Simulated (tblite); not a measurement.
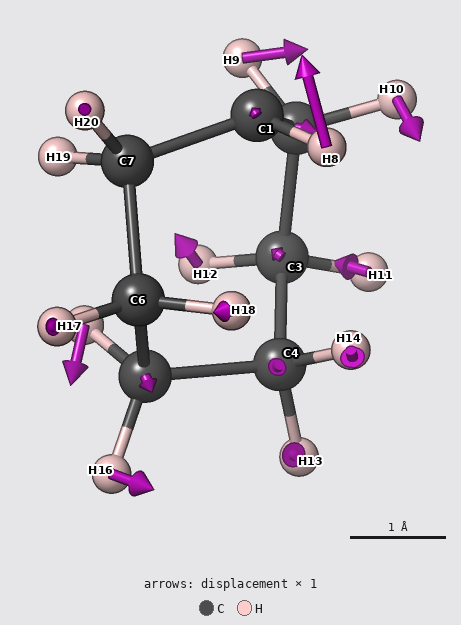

This is a relaxation of C₇H₁₃ (multiplicity 2). The starting structure is drawn; purple arrows show the displacements, at their true length. The two geometries are superimposed by the best rigid fit.

Style: ball-and-stick. Shown from a free direction.

Level of theory: tblite, GFN2-xTB geometry optimisation, gas phase. 

> Which element moves most?

Hydrogen: up to 1.02 Å, against 0.26 Å for carbon.

> What happened in the run?

After 109 geometry steps the energy has fallen by 0.839 eV. An H atom moves most after the best rigid fit: 1.02 Å. Largest moves by element: H 1.02 Å, C 0.26 Å. Among the contacts that change: C–C 1.491 → 1.531 Å, C–H 1.126 → 1.093 Å, C–C 1.528 → 1.547 Å, C–H 1.105 → 1.092 Å. Bond angles that change, for instance: C–C–C 105.4° → 113.1°, C–C–C 116.2° → 123.5°, C–C–H 111.3° → 118.6°. Cost: 0.5 s on 1 thread of Arm Neoverse V2 (shared host).
